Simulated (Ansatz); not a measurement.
**H$_{6}$OW···HF: density, localisation and related maps**

Input file:

```
crystal:
  periodic: [false, false, false]
  atoms:
    - { symbol: W, position_ang: [0.0, 0.0, 0.0] }
    - { symbol: F, position_ang: [0.0, 0.0, 2.2] }
    - { symbol: H, position_ang: [1.72, 0.0, 0.0] }
    - { symbol: H, position_ang: [0.0, 1.72, 0.0] }
    - { symbol: H, position_ang: [-1.72, 0.0, 0.0] }
    - { symbol: H, position_ang: [0.0, -1.72, 0.0] }
    - { symbol: H, position_ang: [0.0, 0.0, -1.72] }
    - { symbol: O, position_ang: [1.4721, 1.5335, 0.7063] }
    - { symbol: H, position_ang: [2.2027, 1.0805, 1.2365] }
    - { symbol: H, position_ang: [0.8771, 0.9137, 1.8599] }
basis:
  gaussian: { orbitals: def2-SVP }
hamiltonian:
  xc: pbe0
relax:
  f_tol: 0.15
  max_steps: 25
  restrain:
    - { distance: [0, 7], at: 1.94, k: 30.0 }
    - { distance: [9, 1], at: 0.92, k: 30.0 }
    - { distance: [0, 1], at: 3.05, k: 30.0 }
    - { distance: [9, 7], at: 2.21, k: 30.0 }
output:
  orbitals: {}
```

Run with:

```sh
ansatz run input.yaml --threads 2 --pin off --max-ram 3072MiB --backend cpu --events-out ev --progress --plain --runs-dir out
```

The fields are those of the relaxed geometry.

Core potentials replace the inner electrons of W.

Theory: RKS PBE0/def2-SVP (Ansatz 0.2.0).

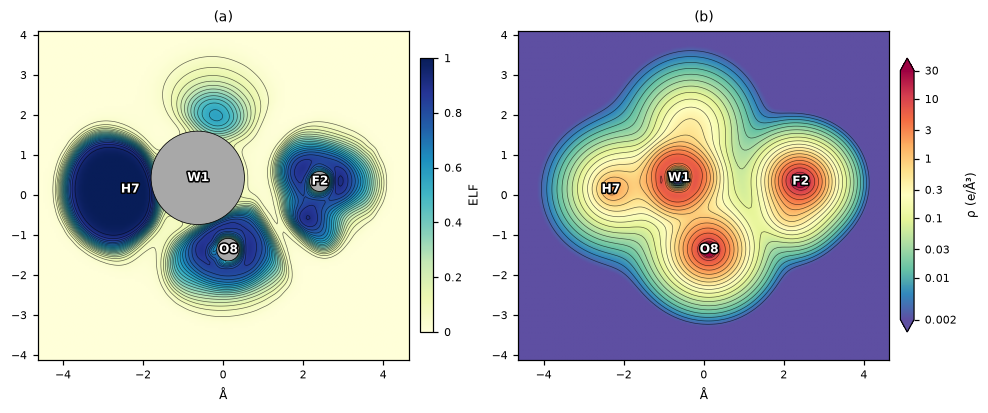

Figure 1. (a) electron localisation function; (b) electron density on the plane of atoms H7, W1 and O8. Grey discs cover the atomic cores in the ELF map.

**Interpret the plot.**

Atoms in the plane: W, F, H and O. W1···F2 (3.05 Å): the density falls to about 0.07 e/Å³ on the way; the ELF dips to about 0 between them. W–O (1.95 Å): ρ at the midpoint is about 0.96 e/Å³; the ELF peaks at about 0.85 in the valence shell of O, 0.6 Å from its nucleus, and drops to about 0.25 between the two atoms. The ELF also peaks beside F2, away from the bonds: lone-pair regions.

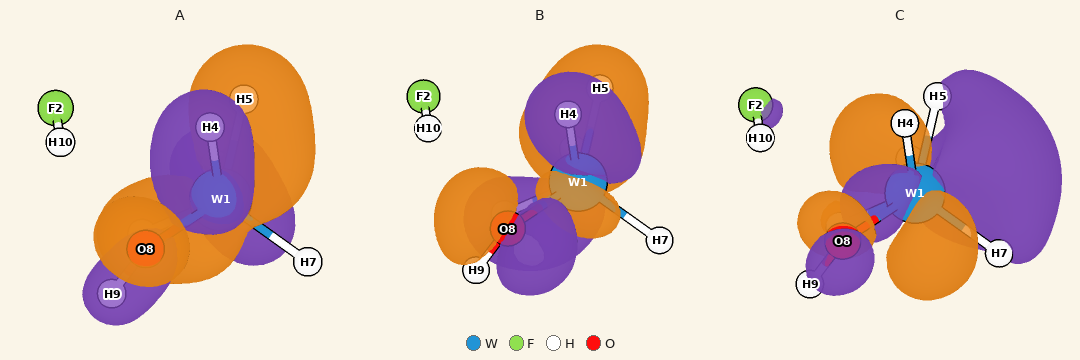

Figure 2. Three frontier orbitals at ±0.1 Å⁻³ᐟ² (orange and purple are the two phases), in no order.

**Order the three orbitals by energy and name them.**

B is the HOMO−1 (−8.65 eV). Its weight (Hirshfeld) is mainly on W1 (about 30 %), O8 (about 25 %), H6 (about 15 %), H5 (about 10 %), H4 (about 10 %) and H3 (about 5 %). A is the HOMO (−7.56 eV). By Hirshfeld shares it lies mainly on W1 (about 50 %), O8 (about 15 %), H5 (about 10 %), H6 (about 10 %) and H4 (about 5 %). C is the LUMO (−2.63 eV). Its weight (Hirshfeld) is mainly on W1 (about 70 %), O8 (about 5 %), H7 (about 5 %) and H5 (about 5 %).

**What is the HOMO–LUMO gap?**

4.93 eV between the orbital energies.
